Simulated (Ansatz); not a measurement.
# [CF3]+ (SMILES F[C+](F)F): CCSD(T)/def2-SVPD

Aim: the vertical ionisation energy of [CF3]+ at CCSD(T)/def2-SVPD, from 2 runs. 

The calculation is run with Ansatz 0.2.0.

2 further runs of the same task are left out: 2 set aside as unsound or not needed.

## (1) The system as given

[CF3]+: 4 atoms, total charge +1, spin state singlet. SMILES: `F[C+](F)F`. Geometry: relaxed at PBE0-D4/def2-TZVP.

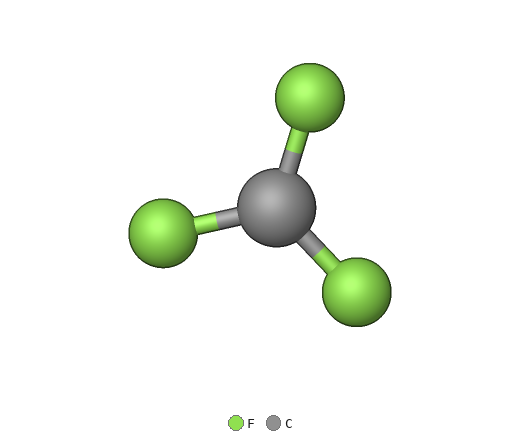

Viewed from a chosen angle; fluorine green, carbon grey.

## (2) The energy at CCSD(T)/def2-SVPD

The input, run.yaml:

```yaml
crystal:
  periodic: [false, false, false]
  atoms:
    - {symbol: F, position_ang: [0.698600, -0.114600, 1.005400]}
    - {symbol: C, position_ang: [0.000000, 0.000000, -0.000000]}
    - {symbol: F, position_ang: [-0.609500, -0.973400, -0.439400]}
    - {symbol: F, position_ang: [-0.089000, 1.088000, -0.566000]}
basis:
  gaussian: {orbitals: def2-SVPD}
scf: {omitted_lower_state_checks: [cluster_reference, increment]}
accuracy: high
correlation: {method: ccsd_t, frozen_orbitals: {C: 1, F: 1}}
total_charge: 1
```

Started as:

```console
$ ansatz run run.yaml --threads 1 --pin off --max-ram 3480MiB --events-out events.jsonl --progress --plain --runs-dir runs
```

The program printed, shortened:

```text
Warning: RAYON_NUM_THREADS=1 ignored (pool sized by the plan → 1); use --threads N
Functional definition: HF
  name "HF"
[...]
1754 factors; integrals over basis functions are off by at most 2.5e-9 eV
[...]
mean field -9130.82132705 eV, -335.5514946760 hartree, gradient 7.3e-8 eV, S^2 0.000000; 0 other end points of the search recorded, 0 dependent functions left out
4 core orbitals not correlated: weight in the atoms' cores, before any rotation towards them, 1.000 or more for the frozen orbitals, at most 0.000 for the correlated occupied ones
reference -9130.82132705 eV, -335.5514946760 hartree; 12, 12 occupied and 73, 73 virtual orbitals, 1754 factors
second order -18.71575245 eV of doubles, -0.00000000 eV of singles
cycle   1  -18.30293825 eV  change    4.1e-1 eV  update   1.1e-1
[...]
cycle  18  -18.86413643 eV  change   7.0e-10 eV  update  6.1e-10
perturbative correction -0.51065865 eV, -0.0187663591 hartree
Total energy: -9150.19612213 eV, -336.2635052626 hartree
Checks for a lower state left out: cluster_reference, increment
```

Wall time 19 s (1 thread of Arm Neoverse V1, shared host); peak memory 0.55 GiB.

## (3) Doublet [CF3]2+

The input, molecule.yaml:

```yaml
crystal:
  periodic: [false, false, false]
  atoms:
    - {symbol: F, position_ang: [0.698600, -0.114600, 1.005400]}
    - {symbol: C, position_ang: [0.000000, 0.000000, -0.000000]}
    - {symbol: F, position_ang: [-0.609500, -0.973400, -0.439400]}
    - {symbol: F, position_ang: [-0.089000, 1.088000, -0.566000]}
basis:
  gaussian: {orbitals: def2-SVPD}
total_charge: 2
magnetization: {spin_polarized: true, initial_magnetization: 1}
correlation: {method: ccsd_t, frozen_orbitals: {C: 1, F: 1}}
accuracy: high
scf: {omitted_lower_state_checks: [cluster_reference, increment]}
```

Started as:

```console
$ ansatz run molecule.yaml --threads 1 --pin off --max-ram 3480MiB --events-out events.jsonl --progress --plain --runs-dir runs
```

The program printed, shortened:

```text
Warning: RAYON_NUM_THREADS=1 ignored (pool sized by the plan → 1); use --threads N
[... 2 set-up lines as earlier in the session ...]
[...]
1754 factors; integrals over basis functions are off by at most 2.5e-9 eV
[...]
mean field -9105.43179876 eV, -334.6184467210 hartree, gradient 1.9e-8 eV, S^2 0.756583; 10 other end points of the search recorded, 0 dependent functions left out
4 core orbitals not correlated: weight in the atoms' cores, before any rotation towards them, 1.000 or more for the frozen orbitals, at most 0.000 for the correlated occupied ones
reference -9105.43179876 eV, -334.6184467210 hartree; 12, 11 occupied and 73, 74 virtual orbitals, 1754 factors
second order -17.54063013 eV of doubles, -0.00000000 eV of singles
cycle   1  -17.24034910 eV  change    3.0e-1 eV  update   1.5e-1
[...]
cycle  40  -18.37700487 eV  change    1.1e-9 eV  update  3.4e-10
perturbative correction -0.79977122 eV, -0.0293910503 hartree
Total energy: -9124.60857485 eV, -335.3231802438 hartree
Checks for a lower state left out: cluster_reference, increment
```

It took 2 min on 1 thread of Arm Neoverse V1, shared host; peak memory 1.1 GiB.

## (4) Outcome

Level: CCSD(T)/def2-SVPD, 4 core orbitals frozen.

| quantity | value |
| --- | --- |
| singlet [CF3]+: total energy | -336.26351 Eh |
| singlet [CF3]+: correlation energy (4 core orbitals frozen) | -712.0 mEh |
| singlet [CF3]+: (T) correction | -18.77 mEh |
| singlet [CF3]+: T1 diagnostic | 0.017 |
| doublet [CF3]2+: total energy | -335.32318 Eh |
| doublet [CF3]2+: correlation energy (4 core orbitals frozen) | -704.7 mEh |
| doublet [CF3]2+: (T) correction | -29.39 mEh |
| doublet [CF3]2+: ⟨S²⟩ of the reference determinant | 0.757 |
| doublet [CF3]2+: T1 diagnostic | 0.096 |
| vertical ionisation energy (to the doublet dication) | 25.588 eV |

**Reading.** The vertical ionisation energy comes to 25.59 eV (590 kcal/mol). The triples (singlet [CF3]+) make up 2.6 % of the correlation energy. The T1 diagnostic (doublet [CF3]2+) of 0.096 is above the customary mark for such species, so a single reference may not serve. The triples (doublet [CF3]2+) make up 4.2 % of the correlation energy.
